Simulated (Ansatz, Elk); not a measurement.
## IrC: X-ray structure factors from the self-consistent density

The structure of IrC used here is made up (a known structure type with other elements) and was relaxed beforehand with PBEsol. The aim is the Fourier transform of its all-electron density, F(hkl), set beside the sum over free spherical atoms that refinements use.

Main program and level: Elk 11.2.3 (patched build); DFT, PBE, all-electron APW+lo, Dirac cores, scalar-relativistic bands, static density, no spin.

The structure was built from a prototype and need not be the compound's stable phase.

**1. Starting point**

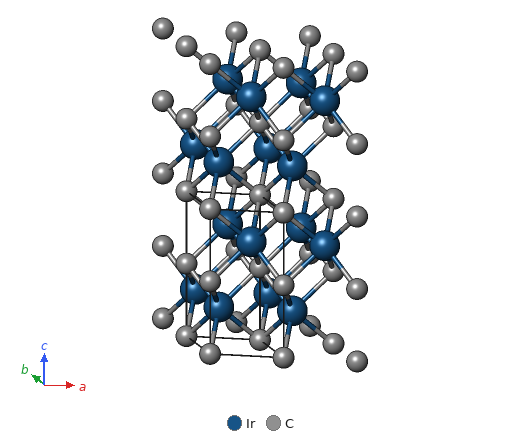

The starting structure, seen slightly off an axis (iridium blue, carbon grey). 2×2×2 cells are drawn. Bonds to atoms that aren't drawn are left out. Some periodic images of atoms are drawn too.

**2. Ground state and structure factors**

An all-electron density is needed, since X-rays see the cores too. Task 0 finds the density and task 195 Fourier-transforms it; tshift is off so that phases refer to the origin typed.

Contents of elk.in:

```
tasks
  0
  195

xctype
  20

spinpol
  .false.

rgkmax
  7.0

gmaxvr
  14.0

lmaxo
  7

lmaxapw
  8

swidth
  0.002

tshift
  .false.

ramdisk
  .false.

hmaxvr
  5.5

maxscl
  120

epspot
  1e-06

sppath
  './'

avec
  5.41764012092 0.00000000000 -0.00000000000
  -2.70882006046 4.69181397328 0.00000000000
  -0.00000000000 0.00000000000 10.79949705973

atoms
  2
  'Ir.in'
  2
  0.3333333333 0.6666666667 0.2500000000   0.000000 0.000000 0.000000
  0.6666666667 0.3333333333 0.7500000000   0.000000 0.000000 0.000000
  'C.in'
  2
  -0.0000000000 -0.0000000000 0.5000000000   0.000000 0.000000 0.000000
  0.0000000000 -0.0000000000 -0.0000000000   0.000000 0.000000 0.000000

ngridk
  9 9 4
```

Started as:

```sh
$ OMP_NUM_THREADS=4 elk
```

Numbers of over 12 decimals in the logs are rounded to 6 here.

The log of the run:

```text
┌─────────────────────────┐
│ Elk code version 11.2.3 │
└─────────────────────────┘

All units are atomic (Hartree, Bohr, etc.)

┌─────────────────────────────────────────────────┐
│ Ground-state run starting from atomic densities │
└─────────────────────────────────────────────────┘

Lattice vectors :
   5.417640121       0.000000000      -0.000000000
  -2.708820060       4.691813973       0.000000000
  -0.000000000       0.000000000       10.79949706

Reciprocal lattice vectors :
   1.159764245      0.6695901993       0.000000000
  -0.000000000       1.339180399      -0.000000000
   0.000000000       0.000000000      0.5818035111

Unit cell volume      :    274.5076599
Brillouin zone volume :   0.9036185494

Muffin-tin inner radius fraction :   0.1000000000E-01

Nuclei treated as point charges

Species : 1 (Ir)
 parameters loaded from : Ir.in
 name : iridium
 nuclear charge    :   -77.00000000
 electronic charge :    77.00000000
 atomic mass :    350390.1562
 muffin-tin radius :    2.484659207
 number of radial points in muffin-tin :   1393
 inner part over the whole radius :   0.9953081678E-02
 number on inner part of muffin-tin    :    997
 approximate nuclear radius :   0.1024342351E-03
 number of mesh points to nuclear radius :    526
 atomic positions (lattice), magnetic fields (Cartesian) :
  1 :   0.33333333 -0.33333333  0.25000000    0.00000000  0.00000000  0.00000000
  2 :  -0.33333333  0.33333333 -0.25000000    0.00000000  0.00000000  0.00000000

Species : 2 (C)
 parameters loaded from : C.in
 name : carbon
 nuclear charge    :   -6.000000000
 electronic charge :    6.000000000
 atomic mass :    21894.16674
 muffin-tin radius :    1.597280919
 number of radial points in muffin-tin :    593
 inner part over the whole radius :   0.9804365952E-02
 number on inner part of muffin-tin    :    404
 approximate nuclear radius :   0.4747601631E-04
 number of mesh points to nuclear radius :    167
 atomic positions (lattice), magnetic fields (Cartesian) :
  1 :   0.00000000  0.00000000  0.50000000    0.00000000  0.00000000  0.00000000
  2 :   0.00000000  0.00000000  0.00000000    0.00000000  0.00000000  0.00000000

Total number of atoms per unit cell :    4
Total muffin-tin volume :    162.6446457
 ratio of muffin-tin to unit cell volume :   0.5924958371

Spin treatment :
 spin-unpolarised

Number of Bravais lattice symmetries :   24
Number of crystal symmetries         :   24
Crystal has inversion symmetry
Real symmetric eigensolver will be used

k-point grid :      9     9     4
k-point offset :    0.000000000       0.000000000       0.000000000
k-point set is reduced with full crystal symmetry group
Total number of k-points :       36

Muffin-tin radius times maximum |G+k| :    7.000000000
 using average radius
Maximum |G+k| for APW functions       :    3.429741634
Maximum (1/2)|G+k|²                   :    5.881563839
Maximum |G| for potential and density :    14.00000000
Constant for pseudocharge density :    9
 order of it for each species :   16  16
 order of it for pair densities of each species (exact exchange by exxq0 0: 17) :   14   4
Radial integration step length :    1

G-vector grid sizes :     25    25    49
Number of G-vectors :    12613

Maximum angular momentum used for
 APW functions            :    8
 outer part of muffin-tin :    7
 inner part of muffin-tin :    2

Total nuclear charge    :   -166.0000000
Total core charge       :    100.0000000
Total valence charge    :    66.00000000
Total excess charge     :    0.000000000
Total electronic charge :    166.0000000

Effective Wigner radius, rₛ :   0.7335886276

Number of empty states         :     16
Total number of valence states :     50
Total number of core states    :    100

Third-order local-orbitals added for an l without core states : T
Total number of local-orbitals :     92

Exchange-correlation functional :     20     0     0
 Perdew-Burke-Ernzerhof, Phys. Rev. Lett. 77, 3865 (1996)
 gradient requirement :    1
[...]
xc potential                :     -912.14057135332
 exchange                    :     -698.61519569963
 correlation                 :     -9.915023
 electron entropic           :    -0.10456569361462E-02
 total energy                :     -35795.072360103

Density of states at Fermi energy :    80.92860464
 (states/Hartree/unit cell)

Estimated indirect band gap :   0.2093729303E-02
 from k-point 7 to k-point 9
Estimated direct band gap   :   0.1574235912E-01
 at k-point 11

Charges :
 core                        :    100.0000000
 valence                     :    66.00000000
 interstitial                :    5.852151539
 muffin-tins (core leakage)
  species : 1 (Ir)
   atom 1                    :    75.06730339     (  0.1326373425E-02)
   atom 2                    :    75.06730339     (  0.1326373425E-02)
  species : 2 (C)
[...]
total in muffin-tins        :    160.1478485
 total calculated charge     :    165.9921795
 total charge                :    166.0000000
 error                       :   0.7820498312E-02

RMS change in Kohn-Sham potential (target) :    2.037278260     (  0.1000000000E-05)
Absolute change in total energy (target)   :    1.629469433     (  0.1000000000E-03)

[... loops 3 to 15 left out ...]

┌──────────────────┐
│ Loop number : 16 │
└──────────────────┘

Energies :
 Fermi                       :     0.527896
 sum of occupied eigenvalues :     -21942.239135138
 electron kinetic            :      40784.651109580
 core electron kinetic       :      39240.338828953
 Coulomb                     :     -75867.747345087
 Coulomb potential           :     -61799.081531756
 nuclear-nuclear             :     -3445.2876359672
 electron-nuclear            :     -83122.175637452
 Hartree                     :      10699.715928333
 Madelung                    :     -44968.206579209
 xc potential                :     -927.80871296227
 exchange                    :     -699.24243895443
 correlation                 :     -9.931777
 electron entropic           :    -0.53607677681908E-03
 total energy                :     -35792.270987729

Density of states at Fermi energy :    35.91144710
 (states/Hartree/unit cell)

Estimated indirect band gap :   0.5779058636E-02
 from k-point 22 to k-point 21
Estimated direct band gap   :   0.2004617732E-01
 at k-point 22

Charges :
 core                        :    100.0000000
 valence                     :    66.00000000
 interstitial                :    5.558910681
 muffin-tins (core leakage)
  species : 1 (Ir)
[...]
species : 2 (C)
[...]
total in muffin-tins        :    160.4410893
 total calculated charge     :    165.9929097
 total charge                :    166.0000000
 error                       :   0.7090293670E-02

RMS change in Kohn-Sham potential (target) :   0.2530428911E-06 (  0.1000000000E-05)
Absolute change in total energy (target)   :   0.7453279250E-04 (  0.1000000000E-03)

Convergence targets achieved

┌──────────────────┐
│ Loop number : 17 │
└──────────────────┘

Energies :
 Fermi                       :     0.527896
 sum of occupied eigenvalues :     -21942.239143209
 electron kinetic            :      40784.651110176
 core electron kinetic       :      39240.338824417
 Coulomb                     :     -75867.747354091
 Coulomb potential           :     -61799.081520481
 nuclear-nuclear             :     -3445.2876359672
 electron-nuclear            :     -83122.175667070
 Hartree                     :      10699.715948946
 Madelung                    :     -44968.206593850
 xc potential                :     -927.80873290379
 exchange                    :     -699.24243934830
 correlation                 :     -9.931777
 electron entropic           :    -0.53607696487278E-03
 total energy                :     -35792.270996540

Density of states at Fermi energy :    35.91147247
 (states/Hartree/unit cell)

Estimated indirect band gap :   0.5779048283E-02
 from k-point 22 to k-point 21
Estimated direct band gap   :   0.2004616843E-01
 at k-point 22

Charges :
 core                        :    100.0000000
 valence                     :    66.00000000
 interstitial                :    5.558910554
 muffin-tins (core leakage)
  species : 1 (Ir)
[...]
atom 2                    :    75.61642703     (  0.1243188601E-02)
  species : 2 (C)
   atom 1                    :    4.604117696     (  0.2107803254E-04)
   atom 2                    :    4.604117696     (  0.2107803254E-04)
 total in muffin-tins        :    160.4410894
 total calculated charge     :    165.9929097
 total charge                :    166.0000000
 error                       :   0.7090293456E-02

┌──────────────────────────────┐
│ Self-consistent loop stopped │
└──────────────────────────────┘

Warning : core states of species 1 leak from the muffin-tin :   0.1243188601E-02

Wrote STATE.OUT
```

Elapsed: 25 s, on 4 threads of Intel Xeon Platinum 8488C (Sapphire Rapids), shared host; peak memory 0.17 GiB.

SFACRHO.OUT:

```text

h k l indices transformed by vhmat matrix:
   1.000000000       0.000000000       0.000000000    
   0.000000000       1.000000000       0.000000000    
   0.000000000       0.000000000       1.000000000    

      h      k      l  multipl.   |H|            Re(F)            Im(F)           |F|

      0      0      0      1   0.0000000       166.00000      0.73341980E-16   166.00000    
      0      0      1      2  0.58180351     -0.22857354E-13 -0.87236654E-15  0.22873996E-13
      0      0      2      2   1.1636070      -126.08205      0.19741057E-14   126.08205    
     -1      1      0      6   1.3391804      -57.597582     -0.30452276E-13   57.597582    
      1     -1     -1      6   1.4601026      -110.14123      0.50328775E-13   110.14123    
     -1      1     -1      6   1.4601026       110.14123      0.50317738E-13   110.14123    
      0      0     -3      2   1.7454105      0.85238884E-13  0.31844722E-14  0.85298348E-13
      1     -1     -2      6   1.7740872       65.720210     -0.32011486E-13   65.720210    
      1     -1      2      6   1.7740872       65.720210     -0.28912286E-13   65.720210    
      0     -1      3      6   2.1999687       96.211658     -0.44900014E-13   96.211658    
      0      1      3      6   2.1999687      -96.211658     -0.44843177E-13   96.211658    
     -1      2      0      6   2.3195285       113.23813      0.96915309E-13   113.23813    
      0      0     -4      2   2.3272140       113.04142     -0.26262534E-14   113.04142    
     -1      2     -1     12   2.3913820      0.67652764E-07  0.68938426E-15  0.67652764E-07
     -1      2     -2     12   2.5950325      -99.701143     -0.93523933E-13   99.701143    
      0      2      0      6   2.6783608      -47.371228     -0.53374097E-13   47.371228    
      0     -1      4      6   2.6850194      -47.302305      0.48269102E-13   47.302305    
      0      1      4      6   2.6850194      -47.302305     -0.20322235E-13   47.302305
```

Elk indexes on the primitive cell of elk.in and gives |H| = 4π sin θ/λ in inverse bohr. Below, one row stands for each form hkl of the conventional cell (m members, Friedel mates merged), F is for one primitive cell and the density is static (no thermal factor). Free-atom factors are Waasmaier and Kirfel's, and R is Σm||F|−|F'||/Σm|F|. Elk warned that it couldn't find a linearisation energy, which lowers the accuracy of some states in this run and its variants.

| hkl | m | sin θ/λ (Å⁻¹) | abs F, DFT | neutral atoms | diff. |
| --- | --- | --- | --- | --- | --- |
| 001 | 2 | 0.087 | 0.000 | 0.000 | +0.000 |
| 002 | 2 | 0.175 | 126.082 | 126.456 | -0.374 |
| 100 | 6 | 0.201 | 57.598 | 58.007 | -0.409 |
| 101 | 12 | 0.220 | 110.141 | 110.296 | -0.155 |
| 003 | 2 | 0.263 | 0.000 | 0.000 | +0.000 |
| 102 | 12 | 0.267 | 65.720 | 65.705 | +0.015 |
| 103 | 12 | 0.331 | 96.212 | 96.413 | -0.201 |
| 110 | 6 | 0.349 | 113.238 | 113.317 | -0.079 |
| 004 | 2 | 0.350 | 113.041 | 113.154 | -0.113 |
| 111 | 12 | 0.360 | 0.000 | 0.000 | +0.000 |
| 112 | 12 | 0.390 | 99.701 | 99.766 | -0.065 |
| 200 | 6 | 0.403 | 47.371 | 47.237 | +0.134 |
| 104 | 12 | 0.404 | 47.302 | 47.184 | +0.118 |
| 201 | 12 | 0.412 | 87.504 | 87.560 | -0.056 |
| 113 | 12 | 0.436 | 0.000 | 0.000 | +0.000 |
| 005 | 2 | 0.438 | 0.000 | 0.000 | +0.000 |
| 202 | 12 | 0.439 | 52.594 | 52.637 | -0.043 |
| 203 | 12 | 0.481 | 80.894 | 80.927 | -0.033 |

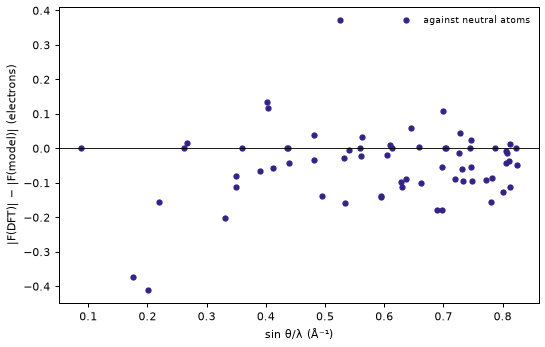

Difference between the calculated structure factors and the independent-atom ones.

**3. The highest occupied states alone**

An energy window below the Fermi level keeps the highest occupied states, to see at which angles they scatter; shallow core shells can lie inside it and anion s states outside. No new self-consistency is needed.

elk.in, as its differences from that of step 2:

```diff
@@ -1,3 +1,2 @@
 tasks
-  0
   195
@@ -40,2 +39,5 @@
 
+wsfac
+  0.086900 0.827900
+
 sppath
```

Started as:

```sh
$ OMP_NUM_THREADS=4 elk
```

The log of the run:

```text
┌─────────────────────────────────┐
│ Elk code version 11.2.3 started │
└─────────────────────────────────┘

Info(readinput): the functional depends on the density's gradient
 muffin-tin radial points multiplied by    2.00000
 (not where nrmtscf is given)

┌────────────────────┐
│ Current task : 195 │
└────────────────────┘
Info(checkmt): changed muffin-tin radius of species 1 (Ir) from   2.8000 to   2.4847
Info(checkmt): changed muffin-tin radius of species 2 (C) from   1.8000 to   1.5973

Warning(linengy): could not find 1 linearisation energies in s.c. loop 1

Info(sfacrho): density structure factors written to SFACRHO.OUT

 Energy window :   0.8690000000E-01  0.8279000000

┌──────────────────┐
│ Elk code stopped │
└──────────────────┘
```

The job ended after 3.2 s (4 threads; peak memory 0.16 GiB).

States within 12 eV below the Fermi level hold 22.00 electrons; any levels below the window count with the cores. Their amplitudes can exceed the total, where window and core parts have opposite phase:

| hkl | sin θ/λ (Å⁻¹) | abs F, window | abs F, all |
| --- | --- | --- | --- |
| 001 | 0.087 | 0.000 | 0.000 |
| 002 | 0.175 | 4.032 | 126.082 |
| 100 | 0.201 | 0.307 | 57.598 |
| 101 | 0.220 | 3.562 | 110.141 |
| 003 | 0.263 | 0.000 | 0.000 |
| 102 | 0.267 | 2.415 | 65.720 |
| 103 | 0.331 | 0.509 | 96.212 |
| 110 | 0.349 | 0.984 | 113.238 |
| 004 | 0.350 | 1.048 | 113.041 |
| 111 | 0.360 | 0.000 | 0.000 |

(Part 1 of 2 ends here.)

[Logs are printed without paths, hosts, clocks, repeated set-up lines and the standing remarks that a program may print on its own settings, such as how far it seeks lower states.]

[Hosts, paths, dates, database ids (printed as entryN), source tags and the programs' standing remarks are cut or masked in the printed files.]
